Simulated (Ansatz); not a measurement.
Base system: KCl in the rock salt structure (space group Fm-3m, No. 225; a = 6.244 Å). Axes: x, y, z lie along the cube axes.

The change: a free-standing slab of 2 layers (4 atoms, 2 a layer) is cut normal to the z axis, with 15 Å of vacuum and the in-plane cell held at bulk.

The values are results of PBEsol/PAW in Ansatz (a program for electronic structure), no SOC, not measurements.

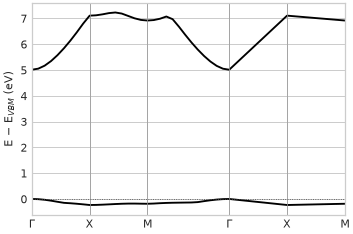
Figure: Highest valence and lowest conduction band along the path of the changed cell's own zone

Task: From the figure, how large is the changed gap, and is it direct?

Result: About 5.0 eV, direct at Γ.

Whether these cells are dynamically stable was not tested. k-point labels follow each cell's own Brillouin zone.
